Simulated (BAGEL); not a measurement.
# singlet SiNH3ClO+: a chain of runs

We compute the energy (singlet SiNH3ClO+, HF/6-31G*), then the energy (doublet SiNH3ClO, NEVPT2(3,3)/6-31G*), then a single-point energy (doublet SiNH3ClO, CASPT2(3,3)/6-31G*) of ClH3NOSi. 

The calculation is run with BAGEL 1.2.2.

## Step 1: The system as given

SiNH3ClO+ has 7 atoms, charge +1, and is taken as a singlet. As SMILES of the parent species, `[NH][SiH](O)Cl`. The N1–H5 distance was set to 1.379 Å, away from the relaxed value. That shape belongs to the parent species and isn't relaxed for this state.

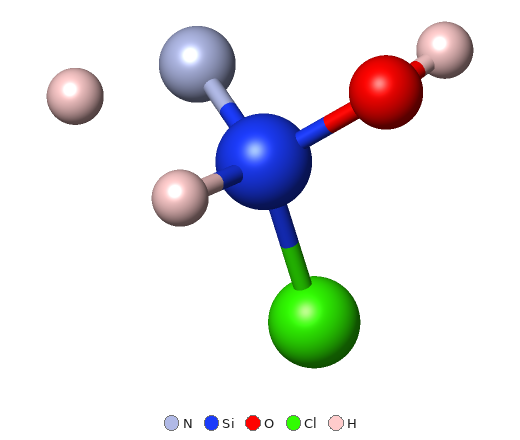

Viewed from a chosen angle; nitrogen light blue, silicon blue, oxygen red, chlorine green, hydrogen pink.

## Step 2: A single-point energy at HF/6-31G(d) (density fitting with svp-jkfit, spherical functions) (run 1)

The input, input.json:

```json
{ "bagel": [

{
  "title": "molecule",
  "basis": "6-31gs.json",
  "df_basis": "svp-jkfit",
  "angstrom": true,
  "geometry": [
    { "atom": "N", "xyz": [      -0.015381,       0.913498,      -0.922074 ] },
    { "atom": "Si", "xyz": [       0.220619,      -0.312302,       0.287426 ] },
    { "atom": "O", "xyz": [       1.760119,      -0.828302,       0.261826 ] },
    { "atom": "Cl", "xyz": [      -1.095481,      -1.791902,      -0.263974 ] },
    { "atom": "H", "xyz": [      -1.151500,       1.677300,      -0.756300 ] },
    { "atom": "H", "xyz": [      -0.054081,       0.082198,       1.681726 ] },
    { "atom": "H", "xyz": [       2.164119,      -0.996402,      -0.592174 ] }
  ]
},

{
  "title": "hf",
  "charge": 1
},

{
  "title": "print",
  "file": "orbitals.molden",
  "orbitals": true
}

]}
```

The basis set 6-31G* is read from a file made from the Basis Set Exchange's data (not shown).

Run with:

```
$ BAGEL_NUM_THREADS=1 BAGEL input.json > input.out
```

The program printed:

```text
* using 1 threads per process

  ===============================================================
  ===============================================================

  *** Geometry ***

  { "atom" : "N", "xyz" : [     -0.029066,      1.726261,     -1.742467 ] },
  { "atom" : "Si", "xyz" : [      0.416909,     -0.590165,      0.543156 ] },
  { "atom" : "O", "xyz" : [      3.326143,     -1.565264,      0.494779 ] },
  { "atom" : "Cl", "xyz" : [     -2.070159,     -3.386204,     -0.498839 ] },
  { "atom" : "H", "xyz" : [     -2.176020,      3.169638,     -1.429200 ] },
  { "atom" : "H", "xyz" : [     -0.102198,      0.155332,      3.178002 ] },
  { "atom" : "H", "xyz" : [      4.089592,     -1.882927,     -1.119047 ] },

  Number of auxiliary basis functions:      464

  Since a DF basis is specified, we compute 2- and 3-index integrals:
    o Being stored without compression. Storage requirement is 0.018 GB

  Number of basis functions:       70
  Number of electrons      :       49

    * METHOD: MOLECULE                             0.50

  *** RHF ***

  === Nuclear Repulsion ===
   215.4075182561

      * DIIS with orbital gradients will be used.

  === RHF iteration (6-31gs.json) ===
      0       -878.82787839          0.02190974           0.07
      1       -878.96739837          0.01426360           0.06
      2       -879.03951487          0.00221037           0.06
      3       -879.04409458          0.00087861           0.06
      4       -879.04505511          0.00047275           0.08
      5       -879.04556964          0.00033027           0.06
      6       -879.04591515          0.00027012           0.06
      7       -879.04634904          0.00019138           0.06
      8       -879.04661161          0.00010330           0.06
      9       -879.04668378          0.00005018           0.08
     10       -879.04669240          0.00002813           0.06
     11       -879.04669447          0.00001592           0.06
     12       -879.04669490          0.00000966           0.06
     13       -879.04669509          0.00000512           0.06
     14       -879.04669512          0.00000334           0.07
     15       -879.04669514          0.00000271           0.07
     16       -879.04669515          0.00000235           0.06
     17       -879.04669517          0.00000197           0.06
     18       -879.04669519          0.00000131           0.06
     19       -879.04669520          0.00000082           0.06
     20       -879.04669521          0.00000049           0.07
     21       -879.04669521          0.00000031           0.09
     22       -879.04669521          0.00000020           0.09
     23       -879.04669521          0.00000012           0.09
     24       -879.04669521          0.00000007           0.09
     25       -879.04669521          0.00000006           0.09
     26       -879.04669521          0.00000005           0.09
     27       -879.04669521          0.00000004           0.09
     28       -879.04669521          0.00000003           0.10
     29       -879.04669521          0.00000002           0.07
     30       -879.04669521          0.00000001           0.07
     31       -879.04669521          0.00000001           0.06
    * SCF iteration converged.

    * Permanent dipole moment:
           (    0.561350,    -2.656238,     0.787583) a.u.

    * METHOD: HF                                   2.61

    * METHOD: PRINT                                0.02

  ===============================================================
```

Wall time 3.3 s (1 thread of Intel Xeon Platinum 8259CL at 2.50GHz (Skylake/Cascade Lake), shared host); peak memory 0.15 GiB.

## Step 3: Doublet neutral SiNH3ClO: the energy at NEVPT2(3,3)/6-31G(d) (density fitting with svp-jkfit, spherical functions) (run 2)

The input, nevpt2.json:

```json
{ "bagel" : [

{
  "title" : "molecule",
  "basis" : "6-31gs.json",
  "df_basis" : "svp-jkfit",
  "angstrom" : true,
  "geometry" : [
    { "atom" : "N", "xyz" : [   -0.015381,    0.913498,   -0.922074 ] },
    { "atom" : "Si", "xyz" : [    0.220619,   -0.312302,    0.287426 ] },
    { "atom" : "O", "xyz" : [    1.760119,   -0.828302,    0.261826 ] },
    { "atom" : "Cl", "xyz" : [   -1.095481,   -1.791902,   -0.263974 ] },
    { "atom" : "H", "xyz" : [   -1.151500,    1.677300,   -0.756300 ] },
    { "atom" : "H", "xyz" : [   -0.054081,    0.082198,    1.681726 ] },
    { "atom" : "H", "xyz" : [    2.164119,   -0.996402,   -0.592174 ] }
  ]
},
{
  "title" : "hf",
  "charge" : 1
},
{
  "title" : "casscf",
  "nstate" : 1,
  "nact" : 3,
  "nclosed" : 23,
  "nspin" : 1,
  "active" : [17, 25, 26],
  "maxiter" : 200,
  "natocc" : true
},
{
  "title" : "nevpt2",
  "nstate" : 1,
  "nact" : 3,
  "nclosed" : 23,
  "nspin" : 1,
  "active" : [17, 25, 26],
  "maxiter" : 200,
  "natocc" : true,
  "ncore" : 12
},
{
  "title" : "print",
  "file" : "orbitals.molden",
  "orbitals" : true
}

]}
```

The basis set 6-31G* is read from a file made from the Basis Set Exchange's data (not shown).

Run with:

```
$ BAGEL_NUM_THREADS=1 BAGEL nevpt2.json > nevpt2.out
```

The program printed:

```text
* using 1 threads per process

  ===============================================================
  ===============================================================

  *** Geometry ***

  { "atom" : "N", "xyz" : [     -0.029066,      1.726261,     -1.742467 ] },
  { "atom" : "Si", "xyz" : [      0.416909,     -0.590165,      0.543156 ] },
  { "atom" : "O", "xyz" : [      3.326143,     -1.565264,      0.494779 ] },
  { "atom" : "Cl", "xyz" : [     -2.070159,     -3.386204,     -0.498839 ] },
  { "atom" : "H", "xyz" : [     -2.176020,      3.169638,     -1.429200 ] },
  { "atom" : "H", "xyz" : [     -0.102198,      0.155332,      3.178002 ] },
  { "atom" : "H", "xyz" : [      4.089592,     -1.882927,     -1.119047 ] },

  Number of auxiliary basis functions:      464

  Since a DF basis is specified, we compute 2- and 3-index integrals:
    o Being stored without compression. Storage requirement is 0.018 GB

  Number of basis functions:       70
  Number of electrons      :       49

    * METHOD: MOLECULE                             0.32

  *** RHF ***

  === Nuclear Repulsion ===
   215.4075182561

      * DIIS with orbital gradients will be used.

  === RHF iteration (6-31gs.json) ===
      0       -878.82787839          0.02190974           0.08
      1       -878.96739837          0.01426360           0.06
      2       -879.03951487          0.00221037           0.06
[... 28 lines of this table left out ...]
     31       -879.04669521          0.00000001           0.06
    * SCF iteration converged.

    * Permanent dipole moment:
           (    0.561350,    -2.656238,     0.787583) a.u.

    * METHOD: HF                                   2.57

  ---------------------------
      CASSCF calculation
  ---------------------------

    ==== Active orbitals : =====
         Orbital 17
         Orbital 25
         Orbital 26
    ============================

    * nstate   :      1
    * nclosed  :     23
    * nact     :      3
    * nvirt    :     44
  === CASSCF iteration (6-31gs.json) ===

    * Using the second-order algorithm

      0  0      -879.38589761     2.38e-02      0.02

      1  0      -879.46341576     1.68e-03      0.58
[... 21 lines of this table left out ...]
     12  0      -879.49513024     9.87e-09      0.40

    * Second-order optimization converged. *

     guess   0:   closed 1..                  open .1.

  === FCI iteration ===

      0  0      -879.45913223     6.15e-02      0.00
      1  0      -879.49476986     4.61e-03      0.00
      2  0      -879.49510273     1.17e-03      0.00
[... 4 lines of this table left out ...]
      7  0 *    -879.49513024     2.15e-15      0.00

     * ci vector, state   0, <S^2> = 0.7500
       2a.     0.9800085130
       .a2     0.1826645620
       aba     0.0643150864

    * METHOD: CASSCF                               6.18

    * freezing 12 orbitals

  === DF-NEVPT2 calculation ===

    * 3-index integral transformation done
    * assembly done

      NEVPT2 correlation energy:   -0.4926415057      0.14

          (+0)     -0.3983417083
          (+0)'    -0.0281640346
          (+1)     -0.0109088088
          (+1)'    -0.0003882178
          (+2)     -0.0005283022
          (-1)     -0.0412482101
          (-1)'    -0.0045216355
          (-2)     -0.0085405885

      NEVPT2 total energy:       -879.9877717484

    * METHOD: NEVPT2                               0.28

    * METHOD: PRINT                                0.01

  ===============================================================
```

Wall time 9.6 s (1 thread of Intel Xeon Platinum 8259CL at 2.50GHz (Skylake/Cascade Lake), shared host); peak memory 0.15 GiB.

## Step 4: Doublet neutral SiNH3ClO: the energy at CASPT2(3,3)/6-31G(d) (density fitting with svp-jkfit, spherical functions) (run 3)

The input, input.json:

```json
{ "bagel": [

{
  "title": "molecule",
  "basis": "6-31gs.json",
  "df_basis": "svp-jkfit",
  "angstrom": true,
  "geometry": [
    { "atom": "N", "xyz": [   -0.015381,    0.913498,   -0.922074 ] },
    { "atom": "Si", "xyz": [    0.220619,   -0.312302,    0.287426 ] },
    { "atom": "O", "xyz": [    1.760119,   -0.828302,    0.261826 ] },
    { "atom": "Cl", "xyz": [   -1.095481,   -1.791902,   -0.263974 ] },
    { "atom": "H", "xyz": [   -1.151500,    1.677300,   -0.756300 ] },
    { "atom": "H", "xyz": [   -0.054081,    0.082198,    1.681726 ] },
    { "atom": "H", "xyz": [    2.164119,   -0.996402,   -0.592174 ] }
  ]
},
{
  "title": "hf",
  "charge": 1
},
{
  "title": "casscf",
  "nstate": 1,
  "nact": 3,
  "nclosed": 23,
  "nspin": 1,
  "active": [17, 25, 26],
  "maxiter": 200,
  "natocc": true
},
{
  "title": "print",
  "file": "orbitals.molden",
  "orbitals": true
},
{
  "title": "smith",
  "method": "caspt2",
  "ms": true,
  "xms": true,
  "sssr": true,
  "shift": 0.2,
  "shift_imag": true,
  "ncore": 12
}

]}
```

The basis set 6-31G* is read from a file made from the Basis Set Exchange's data (not shown).

Run with:

```
$ BAGEL_NUM_THREADS=1 BAGEL input.json > input.out
```

The program printed:

```text
* using 1 threads per process

  ===============================================================
  ===============================================================

  *** Geometry ***

  { "atom" : "N", "xyz" : [     -0.029066,      1.726261,     -1.742467 ] },
  { "atom" : "Si", "xyz" : [      0.416909,     -0.590165,      0.543156 ] },
  { "atom" : "O", "xyz" : [      3.326143,     -1.565264,      0.494779 ] },
  { "atom" : "Cl", "xyz" : [     -2.070159,     -3.386204,     -0.498839 ] },
  { "atom" : "H", "xyz" : [     -2.176020,      3.169638,     -1.429200 ] },
  { "atom" : "H", "xyz" : [     -0.102198,      0.155332,      3.178002 ] },
  { "atom" : "H", "xyz" : [      4.089592,     -1.882927,     -1.119047 ] },

  Number of auxiliary basis functions:      464

  Since a DF basis is specified, we compute 2- and 3-index integrals:
    o Being stored without compression. Storage requirement is 0.018 GB

  Number of basis functions:       70
  Number of electrons      :       49

    * METHOD: MOLECULE                             0.50

  *** RHF ***

[... 11 lines left out ...]
    * SCF iteration converged.
[... 1 line left out ...]
    * Permanent dipole moment:
[... 28 lines left out ...]
    * Second-order optimization converged. *
[... 11 lines left out ...]
     * ci vector, state   0, <S^2> = 0.7500
[... 17 lines left out ...]
    * Zeroth order energy : state  0       -1.2550415923
[... 3 lines left out ...]
      -------------------------------------------  CASPT2 iteration  ---------------------------------------------------
       #      aibj      arbs      arbi      airj      risj      airs      arst      rist         Etot      error   time
      ------------------------------------------------------------------------------------------------------------------

       0  -0.39716  -0.01055  -0.04428  -0.01210  -0.00070  -0.02626  -0.00463  -0.00046   -0.4961330  0.0018895   0.13
       1  -0.39730  -0.01063  -0.04444  -0.01220  -0.00075  -0.02665  -0.00473  -0.00048   -0.4971769  0.0003037   0.11
       2  -0.39731  -0.01063  -0.04443  -0.01221  -0.00075  -0.02667  -0.00473  -0.00048   -0.4972119  0.0000645   0.11
       3  -0.39731  -0.01063  -0.04443  -0.01220  -0.00075  -0.02667  -0.00473  -0.00048   -0.4972132  0.0000138   0.11
       4  -0.39731  -0.01063  -0.04443  -0.01220  -0.00075  -0.02667  -0.00473  -0.00048   -0.4972133  0.0000027   0.12
       5  -0.39731  -0.01063  -0.04443  -0.01220  -0.00075  -0.02667  -0.00473  -0.00048   -0.4972133  0.0000005   0.12

      ------------------------------------------------------------------------------------------------------------------

    * CASPT2 energy : state  0     -879.9948412151
        w/o shift correction       -879.9923435042
        reference weight              0.8585221206

    * METHOD: SMITH                                1.00

  ===============================================================
```

Run time: 13 s. Hardware: 1 thread of Intel Xeon Platinum 8259CL at 2.50GHz (Skylake/Cascade Lake), shared host; peak memory 0.15 GiB.

## Step 5: What came out

| quantity | value |
| --- | --- |
| run 1, HF/6-31G*: total energy | -879.04670 Eh |
| run 1, HF/6-31G*: HOMO energy | -18.08 eV |
| run 1, HF/6-31G*: LUMO energy | -8.91 eV |
| run 1, HF/6-31G*: HOMO–LUMO gap | 9.17 eV |
| doublet neutral SiNH3ClO, run 2: total energy | -879.98777 Eh |
| doublet neutral SiNH3ClO, run 3: total energy | -879.99484 Eh |
